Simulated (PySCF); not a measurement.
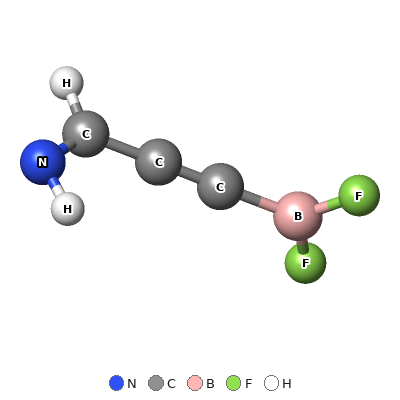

Geometry used (C₃H₂BF₂N, SMILES [H]/N=C\C#CB(F)F).

Simulated rotational absorption lines between 18 and 26 GHz at 2 K: rigid rotor with the equilibrium constants and dipole of one optimised conformer (PBE0-D3(BJ)/def2-SVP, PySCF), commonest isotopes; no centrifugal distortion, hyperfine structure, internal rotation or nuclear-spin weights; lines within 1 MHz of each other are summed.

Question: What are the rotational constants, and what kind of rotor is it?

Answer: Rotational constants A, B, C = 8.450, 0.9931, 0.9263 GHz; Ray's κ = −0.98, a near-prolate asymmetric top.

Question: Which dipole components drive the lines?

Answer:
|μa|, |μb|, |μc| = 0.15, 0.01, 0.15 D; c-type lines carry 62 % of the intensity in this range.

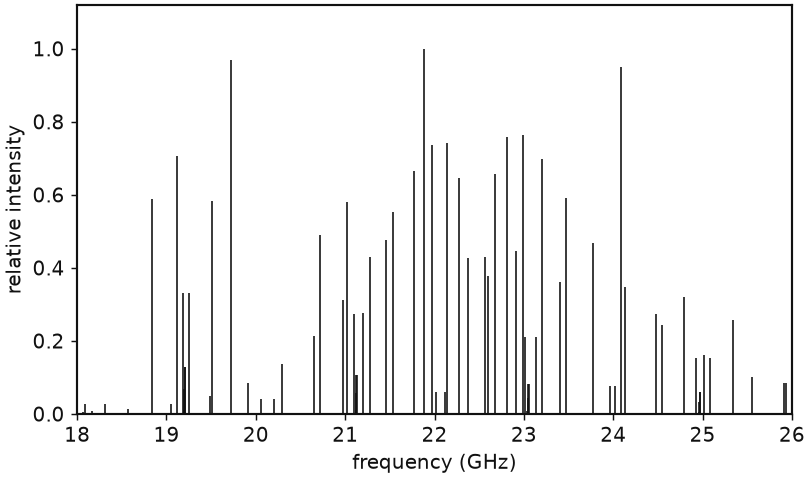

Caveats: coarse grid, loose stop and no frequency check, small forces are noise and the end may be a saddle.
